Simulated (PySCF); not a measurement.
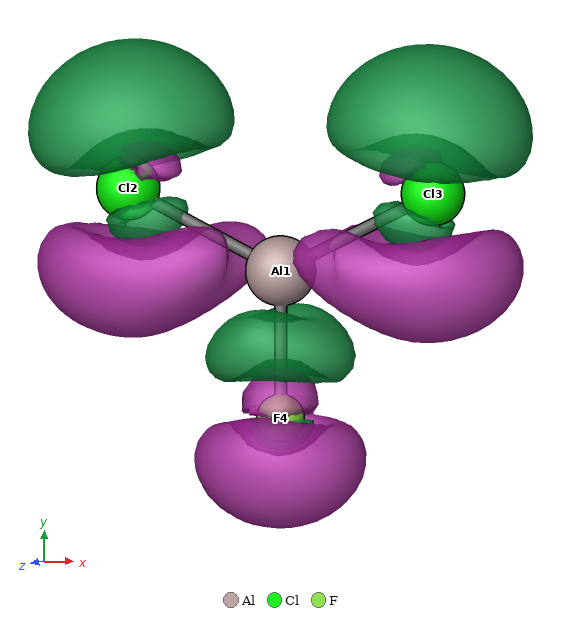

Figure 1: AlCl₂F. Change of the electron density in a uniform field of 0.10 V/Å, surfaces at ±0.0006 e/Å³ (green: gain, purple: loss).

Method: PBE0/def2-SVPD; geometry: GFN2-xTB; program: PySCF. No frequency check shows the geometry to be a minimum. GFN2-xTB bond lengths at metals and heavier atoms can be off by up to 0.1 Å and shapes distorted, which carries into these values.

Cartesian coordinates (Å):

```
Al1      0.0001   -0.2782    0.0000
Cl2     -1.8088    0.6180    0.0000
Cl3      1.8087    0.6182    0.0000
F4       0.0001   -1.9332    0.0000
```

Question: Along which Cartesian direction does the field point?

Answer: Along −y: electrons gather on the +y side, against the field.

Question: What dipole is induced, and what polarisability does it imply?

Answer: The induced dipole is 0.23 D (along the field); α along this axis, from the fields in both directions, is 44 bohr³ (6.6 Å³).

Question: Which atoms gain and lose the most charge?

Answer: Electrons gather most on Cl2 and Cl3 alike (Hirshfeld charge changes by −0.003 e) and leave F4 most (+0.004 e); 0.021 electrons are displaced in all.

The PySCF run took 30 s on 1 thread of Intel(R) Xeon(R) Processor @ 2.50GHz (Skylake/Cascade Lake), with other jobs on the host, peak memory 0.48 GiB.
